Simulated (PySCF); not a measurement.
# N2H3 (hydrazinyl radical) at UCCSD(T)/STO-3G

Aim: the energy change on altering one bond length of N2H3 (hydrazinyl radical) at UCCSD(T)/STO-3G, from 2 runs. Input form: a Python script.

The calculation is run with PySCF 2.14.0.

6 further runs of the same task are left out: 6 set aside as unsound or not needed.

## 1. The system as given

N2H3 has 5 atoms, charge 0, and is taken as a doublet. SMILES: `[NH]N`. The coordinates come from a GFN2-xTB relaxation. This is one conformer, not always the lowest.

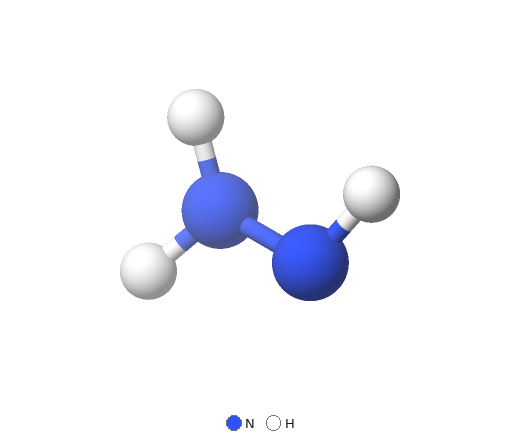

The structure, seen from a chosen angle (nitrogen blue, hydrogen white).

## 2. The energy at UCCSD(T)/STO-3G

Input file input.py:

```python
from pyscf import gto, cc

system = gto.M(
    atom='''
N   -0.174970  -0.805480   0.447260
N   -0.126270   0.251970  -0.365880
H    0.751750  -0.989150   0.831090
H   -1.043070   0.577800  -0.638700
H    0.592550   0.964850  -0.273770
''',
    verbose=3,
    max_memory=1860,
    charge=0,
    basis='sto-3g',
    spin=1,
)

mf = system.UHF()
mf.conv_tol = 1e-10
mf.kernel()
if not mf.converged:
    mf = mf.newton().run(mf.mo_coeff, mf.mo_occ)

mycc = cc.CCSD(mf, frozen=2)
mycc.kernel()
e_t = mycc.ccsd_t()
energy = mycc.e_tot + e_t
print('Final energy', energy)
```

Run with:

```sh
OMP_NUM_THREADS=1 python input.py
```

The log of the run:

```text
converged SCF energy = -109.14228376851  <S^2> = 0.75526581  2S+1 = 2.0052589
E(UCCSD) = -109.2464274596311  E_corr = -0.1041436911210481
UCCSD(T) correction = -0.000926665218546353
Final energy -109.24735412484962
```

It took 0.91 s on 1 thread of Arm Neoverse V2, shared host; peak memory 0.11 GiB.

## 3. The distorted shape, same level

Input file calc.py:

```python
from pyscf import gto, scf, cc

mol = gto.Mole()
mol.atom = '''
N    0.558464  -1.066142   0.665514
N    0.607164  -0.008692  -0.147626
H    1.485184  -1.249812   1.049344
H   -1.043070   0.577800  -0.638700
H    1.325984   0.704188  -0.055516
'''
mol.max_memory = 1860
mol.charge = 0
mol.verbose = 4
mol.basis = 'sto-3g'
mol.spin = 1
mol.build()

hf = scf.UHF(mol)
hf.conv_tol = 1e-10
hf.kernel()
if not hf.converged:
    hf = hf.newton().run(hf.mo_coeff, hf.mo_occ)

mycc = cc.CCSD(hf, frozen=2)
mycc.kernel()
e_t = mycc.ccsd_t()
energy = mycc.e_tot + e_t
print('Final energy', energy)
```

Run with:

```sh
OMP_NUM_THREADS=1 python calc.py
```

The log of the run:

```text
PySCF version 2.14.0

[INPUT] num. atoms = 5
[INPUT] num. electrons = 17
[INPUT] charge = 0
[INPUT] spin (= nelec alpha-beta = 2S) = 1
[INPUT] symmetry False subgroup None
[INPUT] Mole.unit = angstrom
[INPUT] Symbol           X                Y                Z      unit          X                Y                Z       unit  Magmom
[INPUT]  1 N      0.558464000000  -1.066142000000   0.665514000000 AA    1.055344010429  -2.014716389896   1.257639192064 Bohr   0.0
[INPUT]  2 N      0.607164000000  -0.008692000000  -0.147626000000 AA    1.147373672695  -0.016425499475  -0.278972708865 Bohr   0.0
[INPUT]  3 H      1.485184000000  -1.249812000000   1.049344000000 AA    2.806591004586  -2.361802387195   1.982972770456 Bohr   0.0
[INPUT]  4 H     -1.043070000000   0.577800000000  -0.638700000000 AA   -1.971116628750   1.091883754774  -1.206968075760 Bohr   0.0
[INPUT]  5 H      1.325984000000   0.704188000000  -0.055516000000 AA    2.505746605555   1.330722460205  -0.104910035531 Bohr   0.0

nuclear repulsion = 34.4553063122889
number of shells = 9
number of NR pGTOs = 39
number of NR cGTOs = 13
basis = sto-3g
ecp = {}

[... 97 lines left out ...]
converged SCF energy = -109.006640159277  <S^2> = 1.4033201  2S+1 = 2.5716299
[... 12 lines left out ...]
Init t2, MP2 energy = -0.073700796214835
[... 30 lines left out ...]
UCCSD converged
[... 2 lines left out ...]
Final energy -109.14218102907192
```

It took 0.87 s on 1 thread of Arm Neoverse V2, shared host; peak memory 0.1 GiB.

## 4. Results

Level: UCCSD(T)/STO-3G, 2 core orbitals frozen.

```
                                                                   quantity          value
                                                  first shape: total energy  -109.24735 Eh
                          first shape: dipole moment (Hartree–Fock density)         2.12 D
    first shape: HOMO energy (Hartree–Fock orbitals) (highest over α and β)       -7.50 eV
     first shape: LUMO energy (Hartree–Fock orbitals) (lowest over α and β)        9.61 eV
                   first shape: correlation energy (2 core orbitals frozen)     -105.1 mEh
                                                first shape: (T) correction      -0.93 mEh
                             first shape: ⟨S²⟩ of the reference determinant          0.755
                                                 first shape: T1 diagnostic          0.018
                                              distorted shape: total energy  -109.14218 Eh
                      distorted shape: dipole moment (Hartree–Fock density)         2.96 D
distorted shape: HOMO energy (Hartree–Fock orbitals) (highest over α and β)       -7.61 eV
 distorted shape: LUMO energy (Hartree–Fock orbitals) (lowest over α and β)        7.93 eV
               distorted shape: correlation energy (2 core orbitals frozen)     -135.5 mEh
                                            distorted shape: (T) correction      -1.69 mEh
                         distorted shape: ⟨S²⟩ of the reference determinant          1.403
                                             distorted shape: T1 diagnostic          0.090
          energy change with the N2–H4 bond stretched from 1.011 to 1.819 Å       2.862 eV
```

**Reading.** With the N2–H4 bond stretched from 1.011 to 1.819 Å the energy rises by 2.86 eV (276 kJ/mol). The first shape isn't relaxed at this level, so the change isn't measured from a minimum. The minimal basis adds a large error of its own. The triples (first shape) make up 0.9 % of the correlation energy. ⟨S²⟩ (distorted shape) is 1.40 where a pure doublet has 0.75: the reference is spin-contaminated. The T1 diagnostic (distorted shape) of 0.090 is above the customary mark for such species, so a single reference may not serve. Mulliken charges (distorted shape) of the mean-field density run from -0.16 on N2 to +0.17 on H5; they depend strongly on the basis. The triples (distorted shape) make up 1.2 % of the correlation energy.
